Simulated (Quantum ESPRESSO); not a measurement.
# MnS: which magnetic order is lowest

Aim: find out which collinear order of MnS costs least.

Method: PBEsol; plane waves with GBRV 1.5 PBEsol potentials, no spin-orbit coupling, in Quantum ESPRESSO 7.5.

The database entry behind the starting cell differs from later determinations by our own check (an axis about 0.2 % short against later determinations), so it need not match the best structure at ambient conditions.

## 1. Set-up

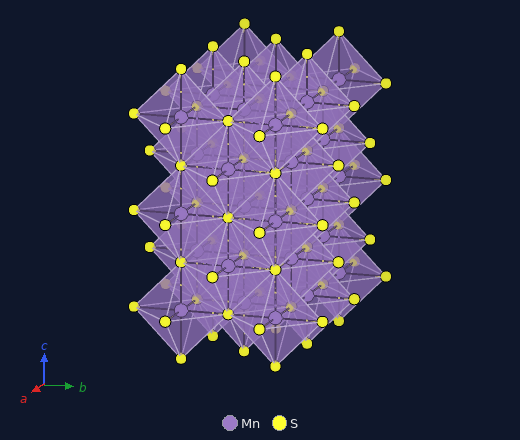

Start, viewed slightly off an axis; manganese light purple, sulfur yellow. 2×1×2 cells are drawn. This picture shows the conventional cell, with its axes. Some periodic images of atoms are drawn too.

The cell comes from the Crystallography Open Database.

## 2. Run 1, typed as ferro +

The signs are those of the starting moments on the seeded atoms, the atoms that are given a moment.

pw.in

```
&CONTROL
  calculation = 'scf'
  prefix = 'pwscf'
  outdir = './tmp'
  pseudo_dir = './pseudo'
  disk_io = 'nowf'
/
&SYSTEM
  ibrav = 0
  celldm(1) = 8
  nat = 2
  ntyp = 2
  ecutwfc = 40
  ecutrho = 280
  nbnd = 19
  occupations = 'smearing'
  smearing = 'fd'
  degauss = 0.00367493
  nspin = 2
  starting_magnetization(1) = 0.3
  starting_magnetization(2) = 0
/
&ELECTRONS
  conv_thr = 4d-09
  electron_maxstep = 150
  mixing_beta = 0.3
/
ATOMIC_SPECIES
Mn     54.9380 mn_pbesol_v1.5.uspp.F.UPF
S      32.0600 s_pbesol_v1.4.uspp.F.UPF
CELL_PARAMETERS alat
   0.0000000000000    0.6152239614485    0.6152239614485
   0.6152239614485    0.0000000000000    0.6152239614485
   0.6152239614485    0.6152239614485    0.0000000000000
ATOMIC_POSITIONS crystal
Mn      0.0000000000    0.0000000000    0.0000000000
S       0.5000000000    0.5000000000    0.5000000000
K_POINTS automatic
6 6 6 0 0 0
```

Run with:

```console
$ OMP_NUM_THREADS=1 mpirun -n 4 pw.x -nk 4 -in pw.in > pw.out
```

The program printed:

```text
Program PWSCF v.7.5 starts

     Message from routine setup:
     using ibrav=0 with symmetry is DISCOURAGED, use correct ibrav instead

     K-points division:     npool     =       4
     Subspace diagonalization in iterative solution of the eigenvalue problem:

     G-vector sticks info
     --------------------
     sticks:   dense  smooth     PW     G-vecs:    dense   smooth      PW
     Sum         931     535    163                18883     8099    1459

     Using Slab Decomposition

     bravais-lattice index     =            0
     lattice parameter (alat)  =       8.0000  a.u.
     unit-cell volume          =     238.4513 (a.u.)^3
     number of atoms/cell      =            2
     number of atomic types    =            2
     number of electrons       =        21.00
     number of Kohn-Sham states=           19
     kinetic-energy cutoff     =      40.0000  Ry
     charge density cutoff     =     280.0000  Ry
     scf convergence threshold =      4.0E-09
     mixing beta               =       0.3000
     number of iterations used =            8  plain     mixing
     Exchange-correlation= SLA  PW   PSX  PSC
                           (   1   4  10   8   0   0   0)

     celldm(1)=   8.000000  celldm(2)=   0.000000  celldm(3)=   0.000000
     celldm(4)=   0.000000  celldm(5)=   0.000000  celldm(6)=   0.000000

     crystal axes: (cart. coord. in units of alat)
               a(1) = (   0.000000   0.615224   0.615224 )
               a(2) = (   0.615224   0.000000   0.615224 )
               a(3) = (   0.615224   0.615224   0.000000 )

     reciprocal axes: (cart. coord. in units 2 pi/alat)
               b(1) = ( -0.812712  0.812712  0.812712 )
               b(2) = (  0.812712 -0.812712  0.812712 )
               b(3) = (  0.812712  0.812712 -0.812712 )

     PseudoPot. # 1 for Mn read from file:
     mn_pbesol_v1.5.uspp.F.UPF
     Pseudo is Ultrasoft + core correction, Zval = 15.0
     Generated by new atomic code, or converted to UPF format
     Using radial grid of  859 points,  6 beta functions with:
                l(1) =   0
                l(2) =   0
                l(3) =   1
                l(4) =   1
                l(5) =   2
                l(6) =   2
     Q(r) pseudized with  8 coefficients,  rinner =    0.950   0.950   0.950
                                                       0.950   0.950

     PseudoPot. # 2 for S  read from file:
     s_pbesol_v1.4.uspp.F.UPF
     Pseudo is Ultrasoft + core correction, Zval =  6.0
     Generated by new atomic code, or converted to UPF format
     Using radial grid of  907 points,  6 beta functions with:
                l(1) =   0
                l(2) =   0
                l(3) =   1
                l(4) =   1
                l(5) =   2
                l(6) =   2
     Q(r) pseudized with  8 coefficients,  rinner =    1.300   1.300   1.300
                                                       1.300   1.300

     atomic species   valence    mass     pseudopotential
     Mn               15.00    54.93800     Mn( 1.00)
     S                 6.00    32.06000     S ( 1.00)

     Starting magnetic structure
     atomic species   magnetization
     Mn              0.300
     S               0.000

     48 Sym. Ops., with inversion, found

   Cartesian axes

     site n.     atom                  positions (alat units)
         1        Mn     tau(   1) = (   0.0000000   0.0000000   0.0000000  )
         2        S      tau(   2) = (   0.6152240   0.6152240   0.6152240  )

     number of k points=    16  Fermi-Dirac smearing, width (Ry)=  0.0037
                       cart. coord. in units 2pi/alat
        k(    1) = (   0.0000000   0.0000000   0.0000000), wk =   0.0046296
        k(    2) = (   0.1354520   0.1354520  -0.1354520), wk =   0.0370370
        k(    3) = (   0.2709041   0.2709041  -0.2709041), wk =   0.0370370
        k(    4) = (  -0.4063561  -0.4063561   0.4063561), wk =   0.0185185
        k(    5) = (   0.2709041  -0.0000000   0.0000000), wk =   0.0277778
        [... 11 further k-points ...]

     Dense  grid:    18883 G-vectors     FFT dimensions: (  40,  40,  40)

     Smooth grid:     8099 G-vectors     FFT dimensions: (  30,  30,  30)

     Check: negative core charge=   -0.000037
     Generating pointlists ...
     new r_m :   0.2538 (alat units)  2.0302 (a.u.) for type    1
     new r_m :   0.2538 (alat units)  2.0302 (a.u.) for type    2

     Initial potential from superposition of free atoms

     starting charge      20.4999, renormalised to      21.0000
     Starting wfcs are   17 randomized atomic wfcs +    2 random wfcs

     Self-consistent Calculation

     iteration #  1     ecut=    40.00 Ry     beta= 0.30
     Davidson diagonalization with overlap
     ethr =  1.00E-02,  avg # of iterations =  6.2

     total energy              =    -234.98152884 Ry
     estimated scf accuracy    <       0.67806347 Ry

     total magnetization       =     4.55 Bohr mag/cell
     absolute magnetization    =     4.55 Bohr mag/cell

     iteration #  2     ecut=    40.00 Ry     beta= 0.30
     Davidson diagonalization with overlap
     ethr =  3.23E-03,  avg # of iterations =  1.7

     total energy              =    -235.13722233 Ry
     estimated scf accuracy    <       0.04935919 Ry

     total magnetization       =     4.47 Bohr mag/cell
     absolute magnetization    =     4.47 Bohr mag/cell

     iteration #  3     ecut=    40.00 Ry     beta= 0.30
     Davidson diagonalization with overlap
     ethr =  2.35E-04,  avg # of iterations =  2.6

     total energy              =    -235.14851072 Ry
     estimated scf accuracy    <       0.00764314 Ry

     total magnetization       =     4.62 Bohr mag/cell
     absolute magnetization    =     4.62 Bohr mag/cell

     [... further iterations left out ...]

     iteration #  7     ecut=    40.00 Ry     beta= 0.30
     Davidson diagonalization with overlap
     ethr =  2.34E-08,  avg # of iterations =  1.8

     negative rho (up, down):  0.000E+00 3.020E-04

     total energy              =    -235.15056134 Ry
     estimated scf accuracy    <       0.00000051 Ry

     total magnetization       =     4.65 Bohr mag/cell
     absolute magnetization    =     4.65 Bohr mag/cell

     iteration #  8     ecut=    40.00 Ry     beta= 0.30
     Davidson diagonalization with overlap
     ethr =  2.42E-09,  avg # of iterations =  2.3

     negative rho (up, down):  0.000E+00 3.017E-04

     total energy              =    -235.15056158 Ry
     estimated scf accuracy    <       0.00000009 Ry

     total magnetization       =     4.65 Bohr mag/cell
     absolute magnetization    =     4.65 Bohr mag/cell

     iteration #  9     ecut=    40.00 Ry     beta= 0.30
     Davidson diagonalization with overlap
     ethr =  4.18E-10,  avg # of iterations =  2.2

     negative rho (up, down):  0.000E+00 3.017E-04

     total energy              =    -235.15056164 Ry
     estimated scf accuracy    <       0.00000002 Ry

     total magnetization       =     4.65 Bohr mag/cell
     absolute magnetization    =     4.65 Bohr mag/cell

     iteration # 10     ecut=    40.00 Ry     beta= 0.30
     Davidson diagonalization with overlap
     ethr =  7.88E-11,  avg # of iterations =  2.2

     negative rho (up, down):  0.000E+00 3.016E-04

     Magnetic moment per site  (integrated on atomic sphere of radius R)
     atom   1 (R=0.254)  charge= 13.1947  magn=  4.1663
     atom   2 (R=0.254)  charge=  4.6299  magn=  0.1316

     End of self-consistent calculation

     [... lines left out ...]
     the Fermi energy is    10.2062 ev

!    total energy              =    -235.15056166 Ry
     estimated scf accuracy    <          2.1E-09 Ry
     smearing contrib. (-TS)   =      -0.00043518 Ry
     internal energy E=F+TS    =    -235.15012649 Ry

     The total energy is F=E-TS. E is the sum of the following terms:
     one-electron contribution =    -132.77715662 Ry
     hartree contribution      =      73.92425291 Ry
     xc contribution           =     -34.80394067 Ry
     ewald contribution        =    -141.49328211 Ry

     total magnetization       =     4.65 Bohr mag/cell
     absolute magnetization    =     4.65 Bohr mag/cell

     convergence has been achieved in  10 iterations

=------------------------------------------------------------------------------=
   JOB DONE.
=------------------------------------------------------------------------------=
```

The job ended after 4 s (4 MPI ranks of AMD EPYC 9R14 (Zen 4), shared host; peak memory 0.3 GiB; 15 s of CPU time).

Spin moment in the atom's sphere by atom:

| atom | spin moment in the atom's sphere (μB) |
| --- | --- |
| Mn1 | 4.17 |
| S2 | 0.13 |

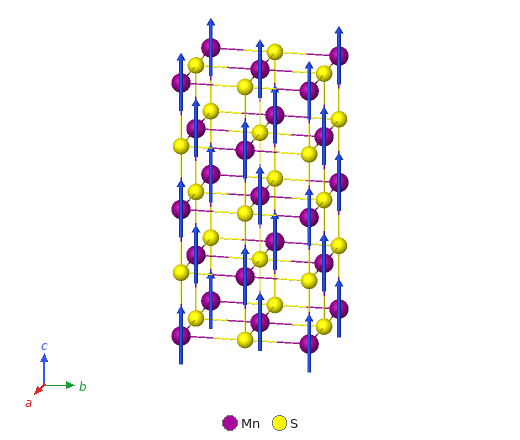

Spin moment in the atom's sphere as arrows, the longest 4.17 μB. Up and down stand for the sign. Arrows give size and sign along the axis of quantisation, drawn up and down the page. 1×1×2 conventional cells are drawn. Some periodic images of atoms are drawn too.

This step gave:

| Quantity | Value |
| --- | --- |
| smearing term TS | 0.005921 eV |
| magnetization | 4.647 μB |
| absolute magnetization | 4.647 μB |
| final state | ferromagnetic |

## 3. Run 2 (antiferro q=(0,1/2,1/2) +−)

The cell is doubled to 4 atoms to hold this order. The wavevector q is in fractions of the reciprocal vectors of the crystal's primitive cell, as the cells of these inputs are built from it; moments change sign between cells as cos(2π q·R).

pw.in

```
&CONTROL
  calculation = 'scf'
  prefix = 'pwscf'
  outdir = './tmp'
  pseudo_dir = './pseudo'
  disk_io = 'nowf'
/
&SYSTEM
  ibrav = 0
  celldm(1) = 8
  nat = 4
  ntyp = 3
  ecutwfc = 40
  ecutrho = 280
  nbnd = 30
  occupations = 'smearing'
  smearing = 'fd'
  degauss = 0.00367493
  nspin = 2
  starting_magnetization(1) = 0.3
  starting_magnetization(2) = -0.3
  starting_magnetization(3) = 0
/
&ELECTRONS
  conv_thr = 8d-09
  electron_maxstep = 150
  mixing_beta = 0.3
/
ATOMIC_SPECIES
Mn1    54.9380 mn_pbesol_v1.5.uspp.F.UPF
Mn2    54.9380 mn_pbesol_v1.5.uspp.F.UPF
S      32.0600 s_pbesol_v1.4.uspp.F.UPF
CELL_PARAMETERS alat
   0.0000000000000    0.6152239614485    0.6152239614485
   1.2304479228970    0.0000000000000    1.2304479228970
   1.2304479228970    0.6152239614485    0.6152239614485
ATOMIC_POSITIONS crystal
Mn1     0.0000000000    0.0000000000    0.0000000000
Mn2     0.0000000000    0.5000000000    0.0000000000
S       0.5000000000    0.0000000000    0.5000000000
S       0.5000000000    0.5000000000    0.5000000000
K_POINTS automatic
6 3 6 0 0 0
```

The program printed:

```text
[banner, memory and clock lines left out]
Program PWSCF v.7.5 starts

     Message from routine setup:
     using ibrav=0 with symmetry is DISCOURAGED, use correct ibrav instead

     bravais-lattice index     =            0
     lattice parameter (alat)  =       8.0000  a.u.
     unit-cell volume          =     476.9026 (a.u.)^3
     number of atoms/cell      =            4
     number of atomic types    =            3
     number of electrons       =        42.00
     number of Kohn-Sham states=           30
     kinetic-energy cutoff     =      40.0000  Ry
     charge density cutoff     =     280.0000  Ry
     scf convergence threshold =      8.0E-09
     mixing beta               =       0.3000
     number of iterations used =            8  plain     mixing
     Exchange-correlation= SLA  PW   PSX  PSC
                           (   1   4  10   8   0   0   0)

     celldm(1)=   8.000000  celldm(2)=   0.000000  celldm(3)=   0.000000
     celldm(4)=   0.000000  celldm(5)=   0.000000  celldm(6)=   0.000000

     crystal axes: (cart. coord. in units of alat)
               a(1) = (   0.000000   0.615224   0.615224 )
               a(2) = (   1.230448   0.000000   1.230448 )
               a(3) = (   1.230448   0.615224   0.615224 )

     reciprocal axes: (cart. coord. in units 2 pi/alat)
               b(1) = ( -0.812712  0.812712  0.812712 )
               b(2) = ( -0.000000 -0.812712  0.812712 )
               b(3) = (  0.812712  0.812712 -0.812712 )

     PseudoPot. # 1 for Mn read from file:
     mn_pbesol_v1.5.uspp.F.UPF
     Pseudo is Ultrasoft + core correction, Zval = 15.0

     PseudoPot. # 2 for Mn read from file:
     mn_pbesol_v1.5.uspp.F.UPF
     Pseudo is Ultrasoft + core correction, Zval = 15.0

     PseudoPot. # 3 for S  read from file:
     s_pbesol_v1.4.uspp.F.UPF
     Pseudo is Ultrasoft + core correction, Zval =  6.0

     atomic species   valence    mass     pseudopotential
     Mn1              15.00    54.93800     Mn( 1.00)
     Mn2              15.00    54.93800     Mn( 1.00)
     S                 6.00    32.06000     S ( 1.00)

     Starting magnetic structure
     atomic species   magnetization
     Mn1             0.300
     Mn2            -0.300
     S               0.000

     16 Sym. Ops., with inversion, found

   Cartesian axes

     site n.     atom                  positions (alat units)
         1        Mn1    tau(   1) = (   0.0000000   0.0000000   0.0000000  )
         2        Mn2    tau(   2) = (   0.6152240   0.0000000   0.6152240  )
         3        S      tau(   3) = (   0.6152240   0.6152240   0.6152240  )
         4        S      tau(   4) = (   1.2304479   0.6152240   1.2304479  )

     number of k points=    20  Fermi-Dirac smearing, width (Ry)=  0.0037
                       cart. coord. in units 2pi/alat
        k(    1) = (   0.0000000   0.0000000   0.0000000), wk =   0.0092593
        k(    2) = (   0.1354520   0.1354520  -0.1354520), wk =   0.0740741
        k(    3) = (   0.2709041   0.2709041  -0.2709041), wk =   0.0740741
        k(    4) = (  -0.4063561  -0.4063561   0.4063561), wk =   0.0185185
        k(    5) = (  -0.0000000  -0.2709041   0.2709041), wk =   0.0370370
        [... 15 further k-points ...]

     Dense  grid:    37729 G-vectors     FFT dimensions: (  40,  75,  72)

     Smooth grid:    16243 G-vectors     FFT dimensions: (  30,  60,  50)

     Check: negative core charge=   -0.000037
     Generating pointlists ...
     new r_m :   0.2538 (alat units)  2.0302 (a.u.) for type    1
     new r_m :   0.2538 (alat units)  2.0302 (a.u.) for type    2
     new r_m :   0.2538 (alat units)  2.0302 (a.u.) for type    3

     Initial potential from superposition of free atoms

     starting charge      40.9998, renormalised to      42.0000
     Starting wfcs are   34 randomized atomic wfcs

     Self-consistent Calculation

     iteration #  1     ecut=    40.00 Ry     beta= 0.30
     Davidson diagonalization with overlap
     ethr =  1.00E-02,  avg # of iterations =  4.2

     total energy              =    -469.99437804 Ry
     estimated scf accuracy    <       1.29074555 Ry

     total magnetization       =    -0.00 Bohr mag/cell
     absolute magnetization    =     8.76 Bohr mag/cell

     iteration #  2     ecut=    40.00 Ry     beta= 0.30
     Davidson diagonalization with overlap
     ethr =  3.07E-03,  avg # of iterations =  2.6

     total energy              =    -470.28456024 Ry
     estimated scf accuracy    <       0.05583991 Ry

     total magnetization       =    -0.01 Bohr mag/cell
     absolute magnetization    =     8.80 Bohr mag/cell

     [... further iterations left out ...]

     iteration # 11     ecut=    40.00 Ry     beta= 0.30
     Davidson diagonalization with overlap
     ethr =  4.23E-10,  avg # of iterations =  2.0

     negative rho (up, down):  0.000E+00 1.802E-04

     total energy              =    -470.30348653 Ry
     estimated scf accuracy    <       0.00000001 Ry

     total magnetization       =    -0.00 Bohr mag/cell
     absolute magnetization    =     9.05 Bohr mag/cell

     iteration # 12     ecut=    40.00 Ry     beta= 0.30
     Davidson diagonalization with overlap
     ethr =  3.56E-11,  avg # of iterations =  2.6

     negative rho (up, down):  0.000E+00 1.802E-04

     Magnetic moment per site  (integrated on atomic sphere of radius R)
     atom   1 (R=0.254)  charge= 13.1924  magn=  4.1571
     atom   2 (R=0.254)  charge= 13.1924  magn= -4.1571
     atom   3 (R=0.254)  charge=  4.6350  magn= -0.0538
     atom   4 (R=0.254)  charge=  4.6351  magn=  0.0538

     End of self-consistent calculation

     [... lines left out ...]
     the Fermi energy is    10.3776 ev

!    total energy              =    -470.30348655 Ry
     estimated scf accuracy    <          3.6E-09 Ry
     smearing contrib. (-TS)   =      -0.00105751 Ry
     internal energy E=F+TS    =    -470.30242904 Ry

     The total energy is F=E-TS. E is the sum of the following terms:
     one-electron contribution =    -265.55107352 Ry
     hartree contribution      =     147.84844608 Ry
     xc contribution           =     -69.61323738 Ry
     ewald contribution        =    -282.98656422 Ry

     total magnetization       =    -0.00 Bohr mag/cell
     absolute magnetization    =     9.05 Bohr mag/cell

     convergence has been achieved in  12 iterations
```

It took 18 s on 4 MPI ranks; peak memory 0.59 GiB; 72 s of CPU time.

Spin moment in the atom's sphere by atom:

| atom | spin moment in the atom's sphere (μB) |
| --- | --- |
| Mn1 | 4.16 |
| Mn2 | -4.16 |
| S3 | -0.05 |
| S4 | 0.05 |

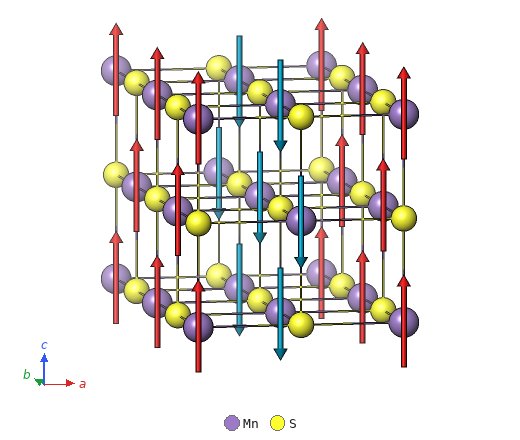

Spin moment in the atom's sphere as arrows, the longest 4.16 μB. Up and down stand for the sign. Arrows give size and sign along the axis of quantisation, drawn up and down the page. The two directions have two colours. 1×2×1 conventional cells are drawn. Some periodic images of atoms are drawn too.

This step gave:

```yaml
smearing_term_ts: 0.01439 eV
magnetization: 0 μB
absolute_magnetization: 9.053 μB
final_state: antiferromagnetic
```

[end of part 1 of 2]

[Logs and program files are shortened in this print: banners, set-up blocks, solver, clock and traceback lines can be left out without a mark of their own.]

[Logs are printed without paths, hosts, clocks, repeated set-up lines and the standing remarks that a program may print on its own settings, such as how far it seeks lower states.]

[Hosts, paths, dates, database ids (printed as entryN), source tags and the programs' standing remarks are cut or masked in the printed files.]

[Where a cell is said to come from a database of computed structures, the database is the Materials Project.]
